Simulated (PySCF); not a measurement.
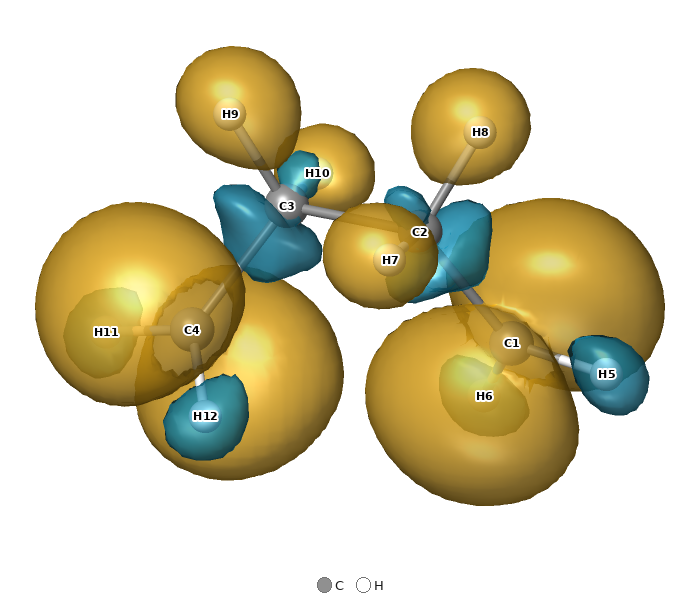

Figure 1: C4H8, triplet, SMILES `[CH2]CC[CH2]`. Spin density ρα − ρβ at ±0.02 e/Å³ (yellow: excess α, teal: excess β).

PySCF calculation, r2SCAN/cc-pVTZ, gas phase; geometry: GFN2-xTB. No frequency check shows the geometry to be a minimum. The stability of the open-shell solution wasn't checked. GFN2-xTB doesn't know the spin state, so this open-shell geometry is rough.

Q: How is the spin shared among the atoms?

A: Hirshfeld spin populations: C1 +0.75, C4 +0.74, C2 and C3 +0.06, H6 +0.06 and H12 +0.06. ⟨S²⟩ = 2.01, against 2.00 for a pure state. The picture also shows regions of β spin from spin polarisation; the Hirshfeld sums, whose atoms overlap, net them against the α spin of neighbours.

Cost of the run: 4.4 min on 1 thread of Arm Neoverse V1, on a shared host, peak memory 1.1 GiB.
